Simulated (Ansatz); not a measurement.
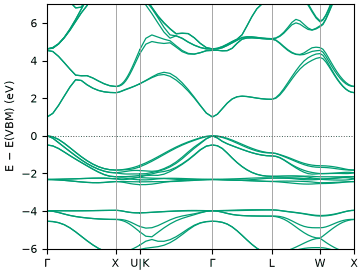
Band structure from DFT-PBEsol with spin–orbit coupling in the program Ansatz with PAW potentials

The gap is 1.00 eV; an edge lies off the plotted path or next to a special point (maximum on the Γ–X line, 1 % of the way from Γ, minimum at Γ).

The material is CuI (zinc blende, F-43m).

The cell was relaxed with PBEsol under the symmetry of its start. The run is not spin-polarised.

Potentials: the earlier of the program's two PAW sets. The files were generated under PBE; for other functionals the program regenerates the frozen cores, and for LDA and PBEsol the local potential too.
